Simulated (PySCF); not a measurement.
**N2, SMILES `N#N`: what the electrons do**

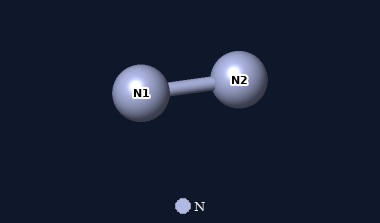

The molecule, with its atoms numbered as below. No frequency check shows the geometry to be a minimum.

Coordinates in Å:

```
N1       0.5491    0.0000    0.0000
N2      -0.5491    0.0000    0.0000
```

## 1. Bonding charge

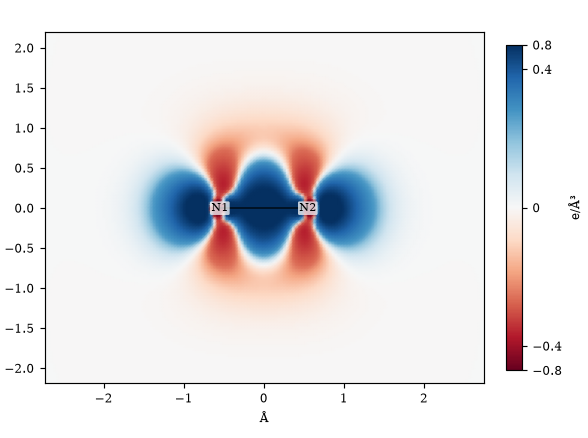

Deformation density (molecule less spherical, spin-averaged free atoms) in a plane that holds the bond; colour scale in e/Å³, logarithmic beyond ±0.1; blue: gain, red: loss.

Level of theory: ωB97X/def2-SVP (PySCF), at a geometry from GFN2-xTB.

> How much density has each bond in this plane gained at its critical point, relative to the free atoms?

N1–N2: +1.16 e/Å³ at the bond critical point (bond length 1.10 Å, Mayer order 2.8). In all, 0.5 electrons gather in the regions of gain relative to the promolecule.

> Where do the Hirshfeld charges lie?

The highest Hirshfeld charge is on N1 and N2 (0.00 e), the lowest on N1 and N2 (0.00 e).

```csv
atom,charge (e)
N1,0.00
N2,0.00
```

## 2. Local ionisation energy

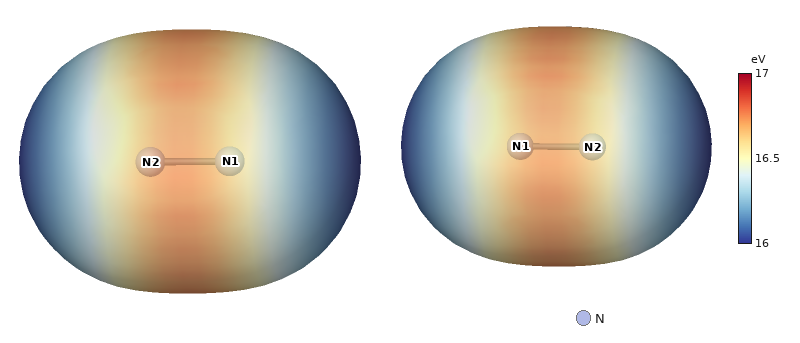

Average local ionisation energy on the surface of electron density 0.001 a.u. (back view left, front view right).

> Where are the most loosely bound electrons on this surface?

The lowest value is 16.0 eV, 1.8 Å from N1, and at like points elsewhere. For comparison, the highest occupied orbital lies at −14.7 eV.

## 3. Localised orbitals

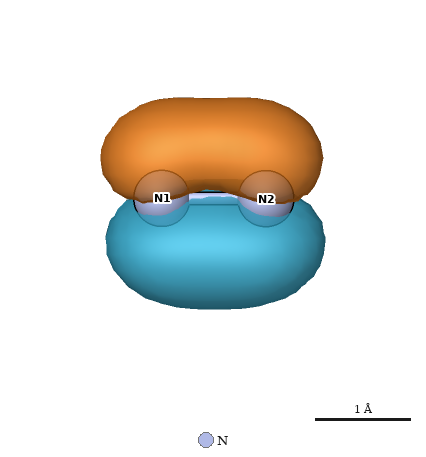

Intrinsic bond orbitals (IBO), occupied; each surface holds about 85 % of the orbital's density. Energies are diagonal elements of the Fock matrix.

Computed with PySCF, LDA (SVWN)/def2-SVPD, geometry: GFN2-xTB.

> What does this orbital represent?

Two-centre bond N2–N1 (N2 50 %, N1 50 %; −12.7 eV).

The PySCF runs shown took 1 s and 0.75 s on 1 thread of Intel(R) Xeon(R) 6975P-C (Granite Rapids), with other jobs on the host.
